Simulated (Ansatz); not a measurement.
**Two runs on CH₂F₂K**

System: CH₂F₂K, charge +1.
Method of run A: RKS PBE-D4/def2-SVPD (Ansatz 0.2.0).

Text and figures count atoms from 1; the logs count them from 0 in places.

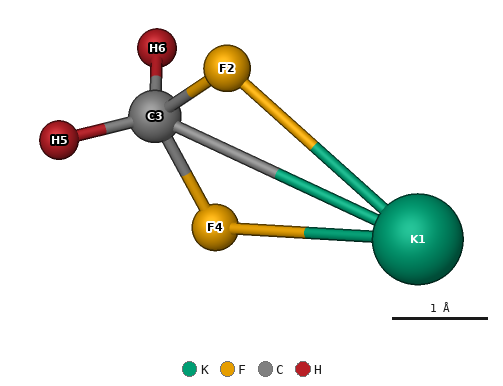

Figure 1. The structure (ball-and-stick view, seen at a tilt; atoms are numbered from 1 in the order of the input). Sticks mark near contacts.

## Input file, run A
```yaml
crystal:
  periodic: [false, false, false]
  atoms:
    - { symbol: K, position_ang: [-0.029492, 0.035415, -2.677832] }
    - { symbol: F, position_ang: [-0.454623, 1.007925, -0.18541] }
    - { symbol: C, position_ang: [0.004326, -0.002277, 0.647161] }
    - { symbol: F, position_ang: [0.451817, -1.006706, -0.198517] }
    - { symbol: H, position_ang: [0.859289, 0.378568, 1.235747] }
    - { symbol: H, position_ang: [-0.842525, -0.387184, 1.244764] }
total_charge: 1
basis:
  gaussian: { orbitals: def2-SVPD }
hamiltonian:
  xc: pbe
  dispersion: d4
output:
  forces: true
```

Command:
```bash
ansatz run input.yaml --threads 1 --pin off --max-ram 2560MiB --backend cpu --events-out ev --progress --plain --runs-dir out
```

Hardware: 1 thread of Intel Xeon @ 2.50GHz (Skylake/Cascade Lake), 189 GiB of memory available, shared host.

## Output (run A)
```
Engine: ansatz 0.2.0, x86_64-unknown-linux-gnu
Functional definition: PBE
  parameter kappa = 0.804
  parameter beta = 0.06672455060314922
  exchange = pbe_x(kappa = kappa, mu = beta*pi^2/3)
  correlation = pbe_c(beta = beta)
965 factors; their error is unknown
mean field evaluation 1: about -22793.6179 eV, gradient 8.1e1 eV
mean field evaluation 2: about -22761.5274 eV, gradient 1.6e2 eV
mean field evaluation 4: about -22804.4632 eV, gradient 1.0e1 eV
mean field evaluation 8: about -22804.6773 eV, gradient 1.3e-1 eV
mean field evaluation 16: about -22804.6222 eV, gradient 4.1e-5 eV
mean field -22804.62223766 eV, -838.0544097057 hartree, gradient 4.1e-5 eV, S^2 0.000000; 0 other end points of the search recorded, 0 dependent functions left out
the calculation of the forces begins
reference -22804.62228266 eV, -838.0544113596 hartree; 22, 22 occupied and 87, 87 virtual orbitals, 965 factors
Total energy: -22804.68089486 eV, -838.0565653183 hartree
Atom 0 at    -0.029492     0.035415    -2.677832 Å, force     0.001829    -0.005410    -0.111705 eV/Å
Atom 1 at    -0.454623     1.007925    -0.185410 Å, force    -0.014329     0.032162     0.029533 eV/Å
Atom 2 at     0.004326    -0.002277     0.647161 Å, force     0.011211    -0.024087     0.057027 eV/Å
Atom 3 at     0.451817    -1.006706    -0.198517 Å, force     0.002745    -0.005810     0.027567 eV/Å
Atom 4 at     0.859289     0.378568     1.235747 Å, force    -0.001610     0.001179    -0.001139 eV/Å
Atom 5 at    -0.842525    -0.387184     1.244764 Å, force     0.000153     0.001967    -0.001284 eV/Å
Dipole moment:    -0.011583     0.015866    -0.906052 e Å
```

Run B used a changed input.

## The two runs side by side

```csv
quantity,run A,run B
outcome,converged,converged
total energy (hartree),−838.056565,−838.048785
largest force (eV/Å),0.112,0.643
basis functions,109,109
wall time (shared host),6.5 s,6.3 s
```

What was changed in the input?

The change (lines with − go, lines with + come):
```diff
-    - { symbol: K, position_ang: [-0.029492, 0.035415, -2.677832] }
+    - { symbol: K, position_ang: [0.184722, -0.45461, -3.933704] }
```

With the same method and basis, run B lies 4.9 kcal/mol higher. The largest force goes from 0.112 to 0.643 eV/Å.

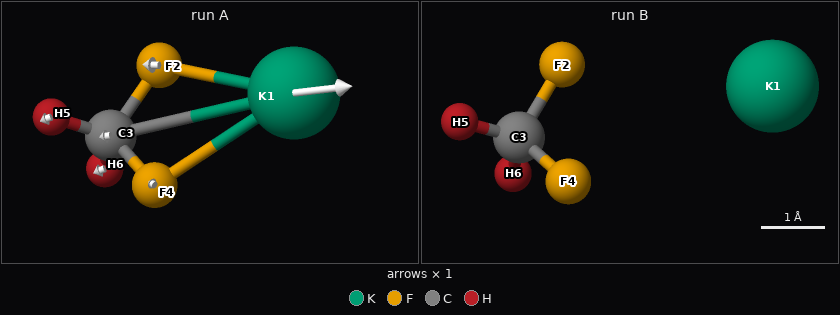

Figure 2. The two input geometries at one scale (ball-and-stick view, seen at a tilt). The white arrows on the first give the shifts of the atoms after the best rigid fit, at true length. K1 moves most after the best rigid fit: 1.07 Å. Largest moves by element: K 1.07 Å, F 0.33 Å, H 0.21 Å, C 0.21 Å. Among the contacts that change: K1–F2 2.709 → 4.074 Å, K1–C3 3.325 → 4.607 Å, K1–F4 2.732 → 3.785 Å.

## Output (run B)
```
Engine: ansatz 0.2.0, x86_64-unknown-linux-gnu
Functional definition: PBE
  parameter kappa = 0.804
  parameter beta = 0.06672455060314922
  exchange = pbe_x(kappa = kappa, mu = beta*pi^2/3)
  correlation = pbe_c(beta = beta)
965 factors; their error is unknown
mean field evaluation 1: about -22793.4747 eV, gradient 8.1e1 eV
mean field evaluation 2: about -22695.5073 eV, gradient 2.1e2 eV
mean field evaluation 4: about -22803.8940 eV, gradient 1.6e1 eV
mean field evaluation 8: about -22804.4341 eV, gradient 2.3e-1 eV
mean field evaluation 16: about -22804.3792 eV, gradient 2.6e-5 eV
mean field -22804.37918353 eV, -838.0454776314 hartree, gradient 2.6e-5 eV, S^2 0.000000; 0 other end points of the search recorded, 0 dependent functions left out
the calculation of the forces begins
reference -22804.37922621 eV, -838.0454791997 hartree; 22, 22 occupied and 87, 87 virtual orbitals, 965 factors
Total energy: -22804.46918830 eV, -838.0487852455 hartree
Atom 0 at     0.184722    -0.454610    -3.933704 Å, force    -0.007204     0.018457     0.223349 eV/Å
Atom 1 at    -0.454623     1.007925    -0.185410 Å, force     0.068918    -0.150303     0.247112 eV/Å
Atom 2 at     0.004326    -0.002277     0.647161 Å, force    -0.081025     0.173168    -0.614080 eV/Å
Atom 3 at     0.451817    -1.006706    -0.198517 Å, force     0.009873    -0.020768     0.102154 eV/Å
Atom 4 at     0.859289     0.378568     1.235747 Å, force     0.015201    -0.005555     0.020740 eV/Å
Atom 5 at    -0.842525    -0.387184     1.244764 Å, force    -0.005764    -0.014999     0.020725 eV/Å
Dipole moment:     0.101691    -0.245330    -1.755463 e Å
```
